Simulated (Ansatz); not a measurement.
CH8AsNSi: several calculations on one system

## 1. Relaxation

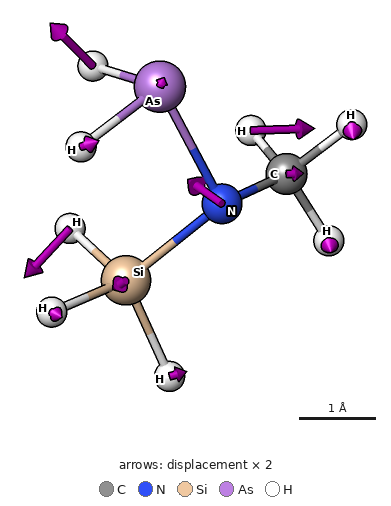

This is a relaxation of CH8AsNSi. The starting structure is drawn; purple arrows show the displacements, magnified 2 times. The two geometries are superimposed by the best rigid fit.

Style: ball-and-stick. Shown from a free direction.

The run prepares an end point of a later path (torsion) calculation, from a guessed geometry.

The calculation used RKS PBE-D4/def2-SVP in Ansatz. Settings: no spin polarisation; force threshold 0.015 eV/Å; at most 40 steps.

> What did the optimiser do to the structure, and how much energy did it gain?

Over 8 accepted moves (11 points after the start) the energy falls by 0.472 eV. The largest force component goes from 2.5 to 0.0068 eV/Å. The line search rejected the trial steps at points 3, 6, 9 of the run. The atom that moves furthest after the best rigid fit is an H atom (0.53 Å). By element the largest moves are H 0.53 Å, N 0.43 Å, Si 0.16 Å, C 0.13 Å, As 0.08 Å. Some distances before and after: As–H 1.478 → 1.560 Å, C–H 1.168 → 1.112 Å, C–N 1.418 → 1.462 Å, H–Si 1.470 → 1.514 Å. Bond angles that change, for instance: Si–N–As 107.6° → 120.9°, C–N–Si 107.8° → 120.2°, C–N–As 108.1° → 114.8°. The run took 30 s on 2 threads of Arm Neoverse V2, with other jobs on the host, peak memory 0.17 GiB.

## 2. Relaxation

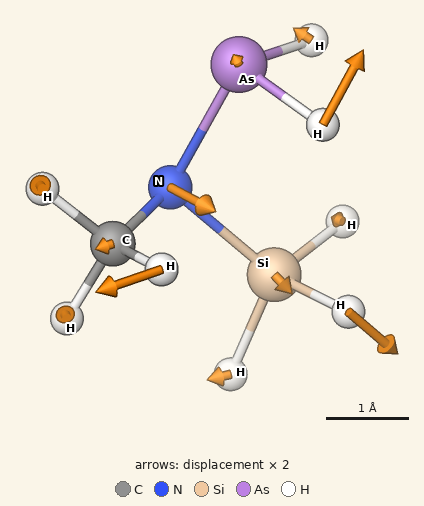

This is a relaxation of CH8AsNSi. The starting structure is drawn; orange arrows show the displacements, 2 times their true length. The two geometries are superimposed by the best rigid fit.

Style: ball-and-stick. Shown at a tilt.

The run prepares an end point of a later path (torsion) calculation, from a guessed geometry.

These are results of RKS PBE-D4/def2-SVP (Ansatz 0.2.0), not measurements. (no spin polarisation; force threshold 0.015 eV/Å; at most 40 steps)

**What happened in the run?**

The energy falls by 45.2 kJ/mol in 7 accepted moves (9 points after the start). Largest force component: 2.5 eV/Å at the start, 0.013 eV/Å at the end. The line search rejected the trial steps at points 3, 6 of the run. The largest move after the best rigid fit is that of an H atom, 0.53 Å. Largest moves by element: H 0.53 Å, N 0.43 Å, Si 0.17 Å, C 0.12 Å, As 0.09 Å. Some distances before and after: As–H 1.478 → 1.560 Å, C–H 1.168 → 1.112 Å, C–N 1.418 → 1.462 Å, H–Si 1.469 → 1.508 Å. Among the angles between lasting bonds that change: Si–N–As 107.6° → 120.9°, C–N–Si 107.8° → 120.3°, C–N–As 108.1° → 114.8°.

## 3. Path

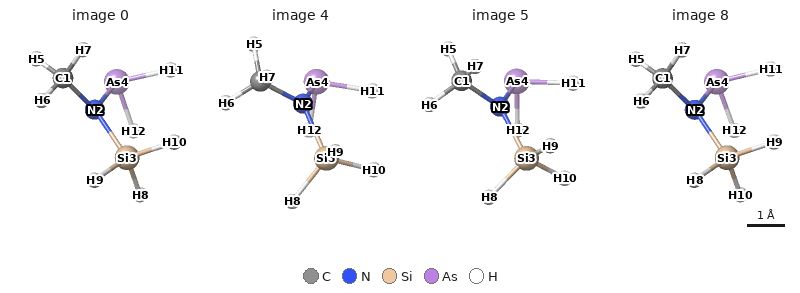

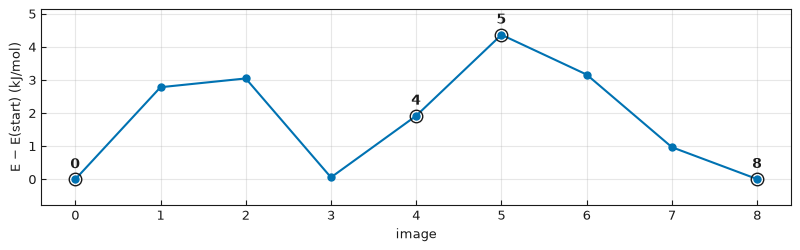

A search for the minimum-energy path of CH₈AsNSi by the nudged elastic band. Images are numbered from 0 (start) to 8 (end). A ball-and-stick model, seen from a free direction.

Method: RKS PBE-D4/def2-SVP in Ansatz. Set-up: 7 movable images; climbing image; force threshold 0.03 eV/Å; iteration limit 60; starting path by image-dependent pair potential.

Question: Describe the mechanism and the energy profile.

Answer: The two ends have the same energy, and the highest point, image 5, lies 4.37 kJ/mol above the start. The profile has 2 maxima (images 2, 5) with a dip at image 3 (+0.06 kJ/mol), so the process runs in steps. The path has more than one stage, and so few images may leave a stage unresolved. No bond forms or breaks between the ends. Among the angles between lasting bonds that change up to the highest image: N2–Si3–H10 114.3° → 108.4°, Si3–N2–As4 120.9° → 125.1°. The band converged in 28 iterations. The largest component of the band force went from 1.1 to 0.021 eV/Å. The climbing image converged on the top of the path. Its vibrational analysis gives one imaginary mode (118i cm⁻¹), as a transition state must have.
